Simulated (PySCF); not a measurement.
**[Re3]−: how settings move a single point**

Aim: repeat the single point on relaxed [Re3]− with altered settings, some of them bad on purpose. The species was built from a template and needn't be a known compound.

Method: TPSS, Re def2-SVP with ECP60; scalar-relativistic core potentials, no spin–orbit coupling; program: PySCF 2.14.0.

3 further runs of the same task are left out: 2 for a known fault of the program, 1 that didn't finish.

## Step 1: The system as given

3 atoms, charge -1, spin multiplicity 3.

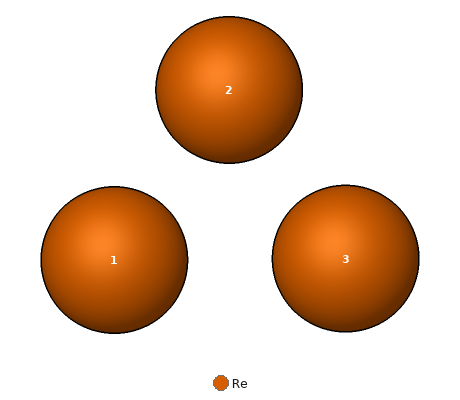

The structure; rhenium orange; atoms are numbered from 1 in the order of the file.

As a file:

| atom | x (Å) | y (Å) | z (Å) |
| --- | --- | --- | --- |
| Re1 | -0.02888 | 0.61239 | 1.25563 |
| Re2 | 0.05776 | -1.22479 | 0.00000 |
| Re3 | -0.02888 | 0.61239 | -1.25563 |

An earlier session relaxed this geometry at TPSS, Re def2-SVP with ECP60 (triplet, point group C2v).

The sound run used a (50, 194) grid (finer on f atoms), a threshold of 1e-8 and at most 55 cycles, and ended at -234.764378 Eh.

## Step 2: Try 1

File run.py (the lines that set the calculation):

```python
mol = gto.M(atom='''
Re    -0.02715     0.57565     1.18029
Re     0.05429    -1.15130     0.00000
Re    -0.02715     0.57565    -1.18029''',
    basis={'Re': 'def2-SVP'},
    ecp={'Re': 'def2-SVP'},
    charge=-1, spin=2)
mf = dft.UKS(mol, xc='TPSS')
mf.grids.atom_grid = (50, 194)
mf = mf.density_fit()  # fitting sets: Re def2-universal-JKFIT
mf.conv_tol = 1e-08; mf.max_cycle = 55
mf.kernel(dm0)  # dm0: free metal ions and neutral atoms
```

Started as:

```bash
$ OMP_NUM_THREADS=2 python run.py
```

What it wrote:

```text
init E= -235.318482483527
  HOMO = 0.101124556536  LUMO = 0.102801793594  gap/eV = 0.04564
cycle= 1 E= -234.367408237544  delta_E= 0.951  |g|= 0.678  |ddm|= 2.95
cycle= 2 E= -233.037868835856  delta_E= 1.33  |g|= 1.68  |ddm|= 3.78
  HOMO = -0.0301600013755  LUMO = -0.0211422322271  gap/eV = 0.24539
cycle= 3 E= -233.329672387859  delta_E= -0.292  |g|= 1.71  |ddm|= 3.96
  HOMO = 0.0112422940349  LUMO = 0.0136172257179  gap/eV = 0.06463
cycle= 4 E= -234.359761215164  delta_E= -1.03  |g|= 0.922  |ddm|= 3.07
  HOMO = 0.0269535015882  LUMO = 0.0308053565258  gap/eV = 0.10481
cycle= 5 E= -234.726816417061  delta_E= -0.367  |g|= 0.109  |ddm|= 1.73
  HOMO = 0.0300423095744  LUMO = 0.0455918194656  gap/eV = 0.42312
cycle= 6 E= -234.731207950143  delta_E= -0.00439  |g|= 0.0833  |ddm|= 0.578
  HOMO = 0.026322171326  LUMO = 0.0463748324816  gap/eV = 0.54566
cycle= 7 E= -234.734253279676  delta_E= -0.00305  |g|= 0.0413  |ddm|= 0.28
  HOMO = 0.024766251522  LUMO = 0.0488273800616  gap/eV = 0.65474
cycle= 8 E= -234.735009103983  delta_E= -0.000756  |g|= 0.0108  |ddm|= 0.0961
  HOMO = 0.0258589490862  LUMO = 0.0503780687932  gap/eV = 0.66720
cycle= 9 E= -234.735081836381  delta_E= -7.27e-05  |g|= 0.00854  |ddm|= 0.0748
  HOMO = 0.0254383071849  LUMO = 0.0502524319869  gap/eV = 0.67523
cycle= 10 E= -234.735121195351  delta_E= -3.94e-05  |g|= 0.00249  |ddm|= 0.0309
  HOMO = 0.0255495367717  LUMO = 0.0504837906336  gap/eV = 0.67850
cycle= 11 E= -234.735125295429  delta_E= -4.1e-06  |g|= 0.000843  |ddm|= 0.0101
  HOMO = 0.0255664022217  LUMO = 0.0505683447748  gap/eV = 0.68034
cycle= 12 E= -234.735125719304  delta_E= -4.24e-07  |g|= 0.000741  |ddm|= 0.0042
  HOMO = 0.0255605327132  LUMO = 0.0505654237849  gap/eV = 0.68042
cycle= 13 E= -234.735125714726  delta_E= 4.58e-09  |g|= 0.000957  |ddm|= 0.00296
  HOMO = 0.0255642558292  LUMO = 0.0505669469272  gap/eV = 0.68036
cycle= 14 E= -234.735126055107  delta_E= -3.4e-07  |g|= 0.000475  |ddm|= 0.00164
  HOMO = 0.0255702261147  LUMO = 0.0505800065963  gap/eV = 0.68055
cycle= 15 E= -234.735126272255  delta_E= -2.17e-07  |g|= 0.000104  |ddm|= 0.00304
  HOMO = 0.0255724571016  LUMO = 0.0506165131253  gap/eV = 0.68148
cycle= 16 E= -234.735126363367  delta_E= -9.11e-08  |g|= 3.65e-05  |ddm|= 0.00376
  HOMO = 0.0255720611966  LUMO = 0.0506244116188  gap/eV = 0.68171
cycle= 17 E= -234.73512637998  delta_E= -1.66e-08  |g|= 5.44e-05  |ddm|= 0.00157
  HOMO = 0.0255766843256  LUMO = 0.0506325526645  gap/eV = 0.68180
cycle= 18 E= -234.735126387291  delta_E= -7.31e-09  |g|= 2.67e-05  |ddm|= 0.00112
  HOMO = 0.0255674032363  LUMO = 0.0506233121013  gap/eV = 0.68181
Extra cycle  E= -234.735126384759  delta_E= 2.53e-09  |g|= 8.82e-05  |ddm|= 0.000509
converged SCF energy = -234.735126384759  <S^2> = 2.1425457  2S+1 = 3.0935712
```

Wall time 8.4 s (2 threads of AMD EPYC 7R43 (Zen 3), shared host).

Changed: the scale of all coordinates (0.94). It converges in 18 cycles, +0.796 eV from the sound run, with a largest force component of 8.64 eV/Å. The setting is unsound, so these numbers aren't the compound's.

## Step 3: Try 2

File run.py (the lines that set the calculation):

```python
mol = gto.M(atom='''
Re    -0.02888     0.61239     1.25563
Re     0.05776    -1.22479     0.00000
Re    -0.02888     0.61239    -1.25563''',
    basis={'Re': 'def2-SVP'},
    ecp={'Re': 'def2-SVP'},
    charge=-1, spin=2)
mf = dft.UKS(mol, xc='TPSS')
mf.grids.atom_grid = (50, 194)
mf = mf.density_fit()  # fitting sets: Re def2-universal-JKFIT
mf.conv_tol = 0.001; mf.max_cycle = 55
mf.kernel(dm0)  # dm0: free metal ions and neutral atoms
```

Started as:

```bash
$ OMP_NUM_THREADS=2 python run.py
```

What it wrote:

```text
init E= -235.374347824713
cycle= 1 E= -234.324200294291  delta_E= 1.05  |g|= 0.74  |ddm|= 2.91
cycle= 2 E= -232.929405357649  delta_E= 1.39  |g|=  1.7  |ddm|= 3.83
  HOMO = -0.0314792823379  LUMO = -0.0299756615764  gap/eV = 0.04092
cycle= 3 E= -231.885742023551  delta_E= 1.04  |g|= 2.25  |ddm|=  3.8
  HOMO = 0.000105065408609  LUMO = 0.00601542832794  gap/eV = 0.16083
cycle= 4 E= -234.235645855337  delta_E= -2.35  |g|= 1.09  |ddm|=  3.3
  HOMO = 0.00892694382071  LUMO = 0.0114091267366  gap/eV = 0.06754
cycle= 5 E= -234.701281950781  delta_E= -0.466  |g|= 0.334  |ddm|= 1.77
  HOMO = 0.0235435835328  LUMO = 0.0420684303803  gap/eV = 0.50409
cycle= 6 E= -234.743329552641  delta_E= -0.042  |g|= 0.196  |ddm|= 1.31
  HOMO = 0.0132032969746  LUMO = 0.0398610572927  gap/eV = 0.72539
cycle= 7 E= -234.760462306337  delta_E= -0.0171  |g|= 0.0822  |ddm|= 0.781
  HOMO = 0.0148390796035  LUMO = 0.0461685744903  gap/eV = 0.85252
cycle= 8 E= -234.763376598458  delta_E= -0.00291  |g|= 0.0341  |ddm|= 0.16
  HOMO = 0.0174374052001  LUMO = 0.0481652164798  gap/eV = 0.83615
cycle= 9 E= -234.764244440197  delta_E= -0.000868  |g|= 0.0144  |ddm|= 0.179
  HOMO = 0.0171830918742  LUMO = 0.048513327247  gap/eV = 0.85254
Extra cycle  E= -234.759778961988  delta_E= 0.00447  |g|= 0.105  |ddm|= 0.136
converged SCF energy = -234.759778961988  <S^2> = 2.2081206  2S+1 = 3.1356789
```

Run time: 5.9 s. Hardware: 2 threads of AMD EPYC 7R43 (Zen 3), shared host.

Changed: the SCF threshold (0.001). It converges in 9 cycles, +0.125 eV from the sound run, with a largest force component of 0.31 eV/Å. The setting is unsound, so these numbers aren't the compound's.

## Step 4: Try 3

run.py (the lines that set the calculation): that of step 3 with these lines changed.

```diff
@@ -10,3 +10,3 @@
 mf = mf.density_fit()  # fitting sets: Re def2-universal-JKFIT
-mf.conv_tol = 0.001; mf.max_cycle = 55
-mf.kernel(dm0)  # dm0: free metal ions and neutral atoms
+mf.conv_tol = 1e-08; mf.max_cycle = 55
+mf.kernel(dm0)  # dm0: smeared density
```

Started as:

```bash
$ OMP_NUM_THREADS=2 python run.py
```

What it wrote:

```text
init E= -234.558110053645
cycle= 1 E= -234.738917602442  delta_E= -0.181  |g|= 0.202  |ddm|= 1.94
  HOMO = 0.0441749399079  LUMO = 0.0542169945223  gap/eV = 0.27326
cycle= 2 E= -232.520287056083  delta_E= 2.22  |g|= 2.12  |ddm|=  2.8
  HOMO = 0.0326478117529  LUMO = 0.0478766517771  gap/eV = 0.41440
cycle= 3 E= -234.650205979618  delta_E= -2.13  |g|= 0.484  |ddm|= 2.42
  HOMO = 0.0249447966908  LUMO = 0.0443541942575  gap/eV = 0.52816
cycle= 4 E= -234.728427508344  delta_E= -0.0782  |g|= 0.272  |ddm|= 0.714
  HOMO = 0.0143213644867  LUMO = 0.0373103875626  gap/eV = 0.62556
cycle= 5 E= -234.755179774071  delta_E= -0.0268  |g|= 0.13  |ddm|= 0.692
  HOMO = 0.021501344813  LUMO = 0.0478318982558  gap/eV = 0.71649
cycle= 6 E= -234.763138642784  delta_E= -0.00796  |g|= 0.0402  |ddm|= 0.345
  HOMO = 0.0176040176078  LUMO = 0.0458800748148  gap/eV = 0.76943
cycle= 7 E= -234.764148363477  delta_E= -0.00101  |g|= 0.0128  |ddm|= 0.128
  HOMO = 0.017366243744  LUMO = 0.0467837341075  gap/eV = 0.80049
cycle= 8 E= -234.76428862765  delta_E= -0.00014  |g|= 0.0048  |ddm|= 0.0416
  HOMO = 0.0174907390966  LUMO = 0.0480893021419  gap/eV = 0.83263
cycle= 9 E= -234.764342281946  delta_E= -5.37e-05  |g|= 0.00197  |ddm|= 0.0343
  HOMO = 0.0173590997361  LUMO = 0.0483655912193  gap/eV = 0.84373
cycle= 10 E= -234.764360402706  delta_E= -1.81e-05  |g|= 0.00154  |ddm|= 0.0274
  HOMO = 0.0174380513785  LUMO = 0.048592023599  gap/eV = 0.84774
cycle= 11 E= -234.764366742631  delta_E= -6.34e-06  |g|= 0.00125  |ddm|= 0.0166
  HOMO = 0.0174807933465  LUMO = 0.0486896394276  gap/eV = 0.84924
cycle= 12 E= -234.764369782587  delta_E= -3.04e-06  |g|= 0.000557  |ddm|= 0.00959
  HOMO = 0.0175237162631  LUMO = 0.0487757570579  gap/eV = 0.85041
cycle= 13 E= -234.764373231542  delta_E= -3.45e-06  |g|= 0.000579  |ddm|= 0.0174
  HOMO = 0.0175343768514  LUMO = 0.0488147438797  gap/eV = 0.85118
cycle= 14 E= -234.764374207317  delta_E= -9.76e-07  |g|= 0.000742  |ddm|= 0.00706
  HOMO = 0.0175318509965  LUMO = 0.0488179558573  gap/eV = 0.85134
cycle= 15 E= -234.764375386052  delta_E= -1.18e-06  |g|= 0.000327  |ddm|= 0.00758
  HOMO = 0.0175604497257  LUMO = 0.0488615112875  gap/eV = 0.85175
cycle= 16 E= -234.764377067126  delta_E= -1.68e-06  |g|= 0.000536  |ddm|= 0.0185
  HOMO = 0.0175624794901  LUMO = 0.0488792738184  gap/eV = 0.85217
cycle= 17 E= -234.764377567833  delta_E= -5.01e-07  |g|= 0.000315  |ddm|= 0.00665
  HOMO = 0.0175728839793  LUMO = 0.0489036047642  gap/eV = 0.85255
cycle= 18 E= -234.764377974828  delta_E= -4.07e-07  |g|= 0.000152  |ddm|= 0.00842
  HOMO = 0.0175744377966  LUMO = 0.0489193356361  gap/eV = 0.85294
cycle= 19 E= -234.764378203857  delta_E= -2.29e-07  |g|= 7.08e-05  |ddm|= 0.00888
  HOMO = 0.0175733775584  LUMO = 0.0489200808591  gap/eV = 0.85299
cycle= 20 E= -234.764378227075  delta_E= -2.32e-08  |g|= 9.2e-05  |ddm|= 0.00193
  HOMO = 0.0175761656352  LUMO = 0.0489297681245  gap/eV = 0.85317
cycle= 21 E= -234.764378240654  delta_E= -1.36e-08  |g|= 6.63e-05  |ddm|= 0.00193
  HOMO = 0.0175732923629  LUMO = 0.0489263665033  gap/eV = 0.85316
cycle= 22 E= -234.764378243872  delta_E= -3.22e-09  |g|= 3.26e-05  |ddm|= 0.000311
  HOMO = 0.0175778781365  LUMO = 0.0489317703226  gap/eV = 0.85318
Extra cycle  E= -234.764378221244  delta_E= 2.26e-08  |g|= 0.000232  |ddm|= 0.000402
converged SCF energy = -234.764378221244  <S^2> = 2.2260259  2S+1 = 3.1470786
```

It took 9.7 s on 2 threads of AMD EPYC 7R43 (Zen 3), shared host.

Changed: the starting guess (smeared density). It converges in 22 cycles, at the sound run's energy within 0.001 eV, with a largest force component of 0.05 eV/Å. The result survives the change.

## Step 5: Try 4

run.py (the lines that set the calculation): that of step 4 with these lines changed.

```diff
@@ -10,3 +10,3 @@
 mf = mf.density_fit()  # fitting sets: Re def2-universal-JKFIT
-mf.conv_tol = 1e-08; mf.max_cycle = 55
-mf.kernel(dm0)  # dm0: smeared density
+mf.conv_tol = 1e-08; mf.max_cycle = 71
+mf.kernel(dm0)  # dm0: core Hamiltonian
```

Started as:

```bash
$ OMP_NUM_THREADS=2 python run.py
```

What it wrote:

```text
init E= -212.94589607587
cycle= 1 E= -158.612104720211  delta_E= 54.3  |g|= 7.84  |ddm|=  761
cycle= 2 E= -179.771920112728  delta_E= -21.2  |g|= 9.69  |ddm|=  761
cycle= 3 E= -220.367533338696  delta_E= -40.6  |g|= 4.46  |ddm|= 23.8
  HOMO = -0.160992389885  LUMO = -0.15739016565  gap/eV = 0.09802
cycle= 4 E= -204.364790300339  delta_E=   16  |g|= 5.93  |ddm|=   19
cycle= 5 E= -232.203314948503  delta_E= -27.8  |g|= 2.06  |ddm|= 17.1
  HOMO = 0.0887484654099  LUMO = 0.0912655616518  gap/eV = 0.06849
cycle= 6 E= -232.293473174977  delta_E= -0.0902  |g|= 2.13  |ddm|= 4.79
cycle= 7 E= -233.151069191375  delta_E= -0.858  |g|= 1.76  |ddm|= 3.36
  HOMO = 0.0104179648616  LUMO = 0.0226876003086  gap/eV = 0.33387
cycle= 8 E= -234.317713308622  delta_E= -1.17  |g|= 0.969  |ddm|= 3.22
  HOMO = 0.0376831856153  LUMO = 0.0462813426216  gap/eV = 0.23397
cycle= 9 E= -234.244129181298  delta_E= 0.0736  |g|= 1.05  |ddm|= 1.69
  HOMO = 0.0419215202472  LUMO = 0.0563129108415  gap/eV = 0.39161
cycle= 10 E= -234.317362548338  delta_E= -0.0732  |g|= 0.976  |ddm|= 0.435
  HOMO = 0.0332284558833  LUMO = 0.0500755053082  gap/eV = 0.45843
cycle= 11 E= -234.614223922628  delta_E= -0.297  |g|= 0.579  |ddm|= 1.34
  HOMO = 0.0283882108644  LUMO = 0.045246552012  gap/eV = 0.45874
cycle= 12 E= -234.666718220191  delta_E= -0.0525  |g|= 0.476  |ddm|= 0.501
  HOMO = 0.02446034537  LUMO = 0.0484635899227  gap/eV = 0.65316
cycle= 13 E= -234.639432317472  delta_E= 0.0273  |g|= 0.543  |ddm|= 0.275
...
cycle= 23 E= -234.764374158117  delta_E= -2.97e-06  |g|= 0.000409  |ddm|= 0.0146
  HOMO = 0.0175235701046  LUMO = 0.048814390273  gap/eV = 0.85147
cycle= 24 E= -234.764375730109  delta_E= -1.57e-06  |g|= 0.000353  |ddm|= 0.0115
  HOMO = 0.017557287687  LUMO = 0.0488731283141  gap/eV = 0.85215
cycle= 25 E= -234.76437730564  delta_E= -1.58e-06  |g|= 0.000196  |ddm|= 0.0173
  HOMO = 0.0175738607825  LUMO = 0.0489034587672  gap/eV = 0.85252
cycle= 26 E= -234.764377823819  delta_E= -5.18e-07  |g|= 0.000177  |ddm|= 0.00986
  HOMO = 0.0175719111893  LUMO = 0.0489067064342  gap/eV = 0.85266
cycle= 27 E= -234.764378039498  delta_E= -2.16e-07  |g|= 0.000147  |ddm|= 0.0057
  HOMO = 0.0175731462585  LUMO = 0.0489101398767  gap/eV = 0.85272
cycle= 28 E= -234.764378077759  delta_E= -3.83e-08  |g|= 0.000278  |ddm|= 0.00235
  HOMO = 0.0175748872386  LUMO = 0.0489140265685  gap/eV = 0.85278
cycle= 29 E= -234.764378174032  delta_E= -9.63e-08  |g|= 8.1e-05  |ddm|= 0.0029
  HOMO = 0.017573512251  LUMO = 0.0489245427408  gap/eV = 0.85310
cycle= 30 E= -234.764378227936  delta_E= -5.39e-08  |g|= 7.33e-05  |ddm|= 0.00394
  HOMO = 0.017575619443  LUMO = 0.048928054715  gap/eV = 0.85314
cycle= 31 E= -234.764378240802  delta_E= -1.29e-08  |g|= 4.53e-05  |ddm|= 0.00131
  HOMO = 0.0175735862551  LUMO = 0.0489271830518  gap/eV = 0.85317
cycle= 32 E= -234.764378246241  delta_E= -5.44e-09  |g|= 1.29e-05  |ddm|= 0.00106
  HOMO = 0.0175749372166  LUMO = 0.0489297529914  gap/eV = 0.85321
Extra cycle  E= -234.7643782458  delta_E= 4.41e-10  |g|= 4.93e-05  |ddm|= 0.000173
converged SCF energy = -234.7643782458  <S^2> = 2.2261358  2S+1 = 3.1471484
```

It took 12 s on 2 threads of AMD EPYC 7R43 (Zen 3), shared host.

Changed: the starting guess (bare core Hamiltonian); the cycle limit is 71. It converges in 32 cycles, at the sound run's energy within 0.001 eV, with a largest force component of 0.05 eV/Å. The result survives the change.

## Step 6: Results

| run | changed | ending | energy change (eV) | cycles | time | usable |
| --- | --- | --- | --- | --- | --- | --- |
| 1 | the scale of all coordinates | converged | +0.796 | 18 | 8.4 s | no |
| 2 | the SCF threshold | converged | +0.125 | 9 | 5.9 s | no |
| 3 | the starting guess | converged | 0.000 | 22 | 9.7 s | yes |
| 4 | the starting guess | converged | 0.000 | 32 | 12 s | yes |

2 of 4 altered runs give a usable result. 2 ended normally with numbers unfit to quote.
